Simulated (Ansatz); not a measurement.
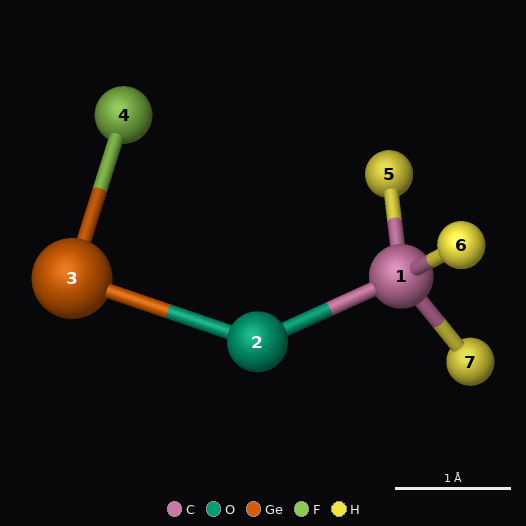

The computed structure is the end point of a PBE0-D4/def2-TZVP optimisation. No frequency run is at hand to confirm it as a minimum.

Describe the coordination of atom 2.

Answer. O2 has 2 neighbours (C1 at 1.41, Ge3 at 1.76 Å); the arrangement is bent.

What is the geometry at Ge3?

Answer. Ge3 has 2 neighbours (O2 at 1.76, F4 at 1.77 Å); the arrangement is bent.

How are the neighbours of atom 1 arranged?

Answer. C1 has 4 neighbours (O2 at 1.41, H5 at 1.09, H6 at 1.09, H7 at 1.09 Å); the arrangement is tetrahedral.

What is the dihedral angle C1–O2–Ge3–F4?

Answer. 0° in size, that is syn (eclipsed).
